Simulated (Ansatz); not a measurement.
# CAlFO2 (SMILES [F][Al-]12[O][C+]1[O]2): what the fields show

The calculation's input:

```
crystal:
  periodic: [false, false, false]
  atoms:
    - {symbol: C, position_ang: [-0.183877, -0.389167, 1.150865]}
    - {symbol: Al, position_ang: [-2.221039, -0.862929, 1.828508]}
    - {symbol: F, position_ang: [-3.738611, -1.216095, 2.335055]}
    - {symbol: O, position_ang: [-0.680512, -1.617394, 1.284616]}
    - {symbol: O, position_ang: [-1.106895, 0.508897, 1.489308]}
basis:
  gaussian:
    orbitals: def2-TZVPD
hamiltonian:
  xc: pbe0
output: {forces: true, orbitals: {seedname: orbitals}}
```

Command:

```sh
ansatz run input.yaml --threads 1 --pin off --max-ram 2610MiB --events-out events.jsonl --progress --plain --runs-dir runs
```

Geometry: B3LYP/6-31G*.

These are results of Ansatz, isolated molecule in a Gaussian basis; Kohn-Sham density functional theory, functional PBE0, not measurements.

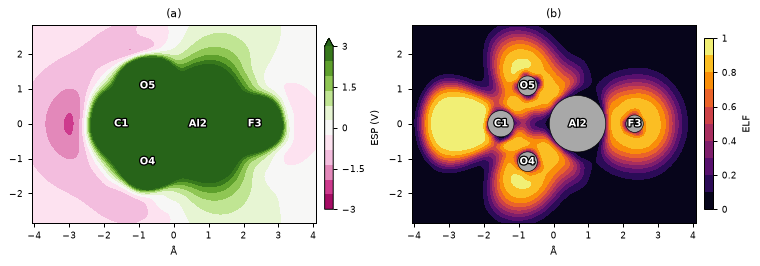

Figure 1. (a) electrostatic potential; (b) electron localisation function on the molecular plane. Grey discs cover the atomic cores in the ELF map.

Describe what can be read from this map.

- Atoms in the plane: C, Al, F and O.
- C–O (1.33 Å): the ELF peaks at about 0.85 between the atoms (a polar covalent bond).
- Al–F (1.64 Å): the ELF peaks at about 0.85 in the valence shell of F, 0.6 Å from its nucleus, and is about 0.30 at the midpoint.
- Al–O (1.80 Å): the ELF peaks at about 0.85 in the valence shell of O, 0.6 Å from its nucleus, and is about 0.50 at the midpoint.
- C–Al (2.20 Å): the ELF is about 0.15 at the midpoint.
- The ELF also peaks beside O4, F3 and O5, away from the bonds: lone-pair regions.
- Outside the dense part of the molecule the potential is most negative (−2.0 V) near C1.

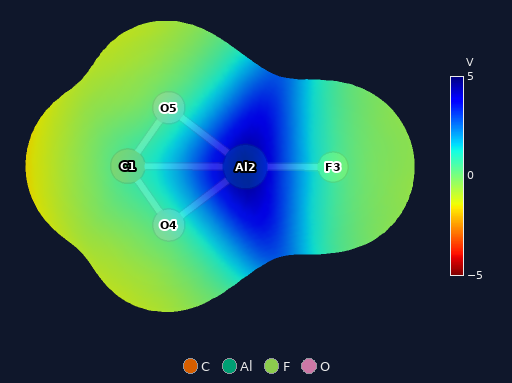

Figure 2. The electrostatic potential painted on the density surface at 0.002 e/bohr³, seen at a tilt; the colour scale runs from red (negative) to blue (positive).

Where is the surface potential most negative and most positive?

The most negative region (about −1.6 V) lies over C1, the most positive (about +4.6 V) over Al2.

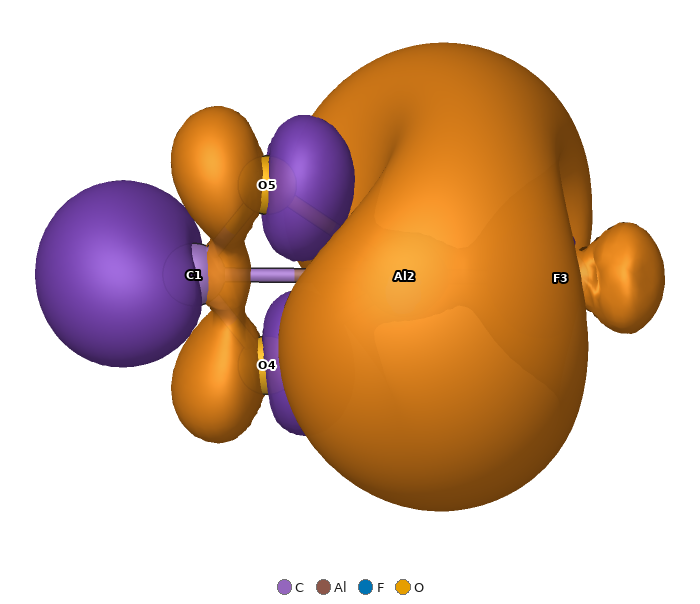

Figure 3. One frontier orbital at ±0.06 Å⁻³ᐟ² (orange and purple are the two phases), seen at a tilt.

Which orbital is it: HOMO or LUMO?

The LUMO, at −2.22 eV. Its weight (Hirshfeld) is mainly on Al2 (about 65 %), F3 (about 10 %), C1 (about 10 %), O4 (about 10 %) and O5 (about 10 %); it is symmetric in the molecular plane (an in-plane orbital: σ, lone-pair or in-plane π type).
